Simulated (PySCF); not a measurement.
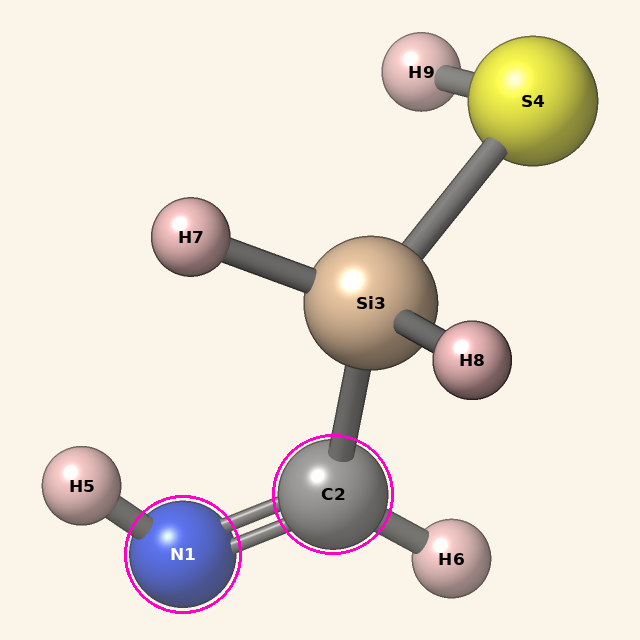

Depth is shown by fading: the farther an atom, the more it takes the colour of the background. Circles mark the stereogenic atoms. The geometry was computed by an optimisation with PBE0-D3(BJ)/def2-SVP. No frequency run is at hand to confirm it as a minimum.

**What are the Cahn–Ingold–Prelog descriptors?**

N1=C2: Z.

**Write the isomeric SMILES.**

[H]/N=C\[SiH2]S
